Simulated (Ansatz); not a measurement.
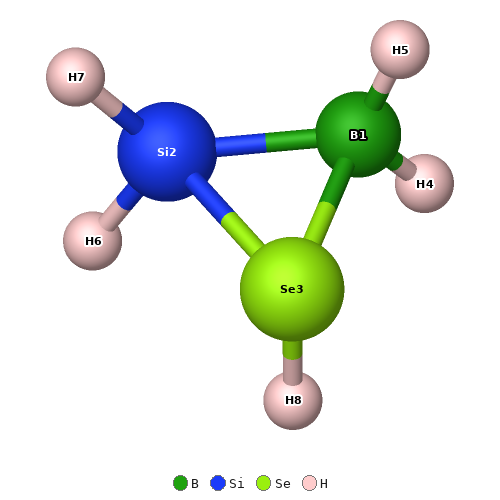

The system is BH₅SeSi; the picture shows the grid point nearest to the relaxed geometry. 
- Two internal coordinates are moved rigidly from the geometry relaxed at PBE0-D4/def2-TZVP, all others fixed.
- The first coordinate is: bond Se3–H8; the second: angle H5–B1–H4.
- Grid: 7 × 7 points.
- All energies are given in kcal/mol relative to the lowest grid point.
- Method: RKS PBE-D4/def2-TZVPP (Ansatz).

Its coordinates:

```xyz
8

B    -0.8158   -0.0539   -0.7960
Si    0.4760    0.9218    0.2937
Se    0.7126   -1.4388    0.0157
H    -1.8827   -0.3472   -0.3496
H    -0.6131   -0.0502   -1.9750
H     0.3648    1.1639    1.7540
H     1.7264    1.5255   -0.2296
H     0.0175   -1.7271    1.3144
```

Range: bond Se3–H8 from 1.322 to 1.763 Å; angle H5–B1–H4 from 91.4 to 151.4°.

**What will the energy surface look like?**

The lowest grid point is at bond Se3–H8 = 1.501 Å, angle H5–B1–H4 = 121.4°. It is the only kind of minimum in the scanned range. The highest grid point, bond Se3–H8 = 1.763 Å, angle H5–B1–H4 = 151.4°, lies 22.7 kcal/mol above the lowest. Round the minimum the two coordinates are nearly uncoupled.

| angle H5–B1–H4 ↓, bond Se3–H8 → | 1.322 | 1.365 | 1.428 | 1.501 | 1.582 | 1.670 | 1.763 |
| --- | --- | --- | --- | --- | --- | --- | --- |
| 151.4 | 19.4 | 15.3 | 12.1 | 11.3 | 13.1 | 17.1 | 22.7 |
| 141.4 | 12.8 | 8.9 | 5.7 | 4.9 | 6.8 | 10.8 | 16.6 |
| 131.4 | 9.0 | 5.1 | 1.9 | 1.2 | 3.1 | 7.2 | 13.0 |
| 121.4 | 7.8 | 3.8 | 0.7 | 0.0 | 1.9 | 6.0 | 11.8 |
| 111.4 | 8.9 | 5.0 | 1.8 | 1.2 | 3.1 | 7.2 | 13.0 |
| 101.4 | 12.5 | 8.5 | 5.4 | 4.7 | 6.6 | 10.7 | 16.5 |
| 91.4 | 18.3 | 14.3 | 11.2 | 10.5 | 12.4 | 16.5 | 22.2 |

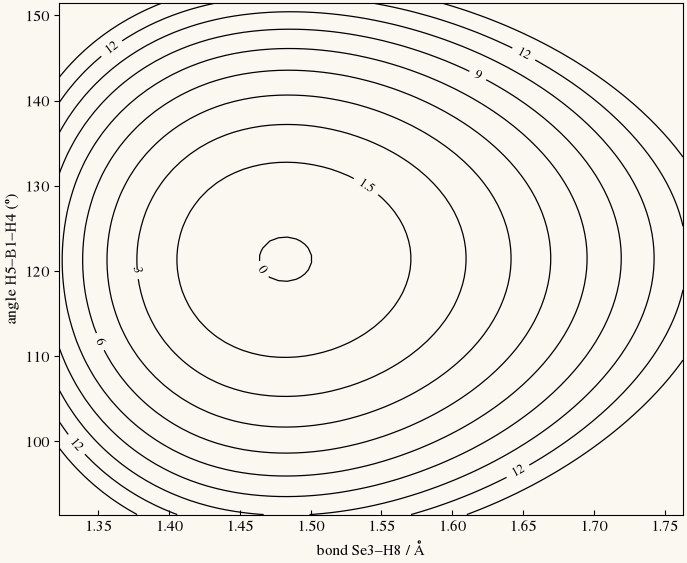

In the figure: contour lines labelled in kcal/mol (none above 13.5). Between grid points the surface is interpolated.
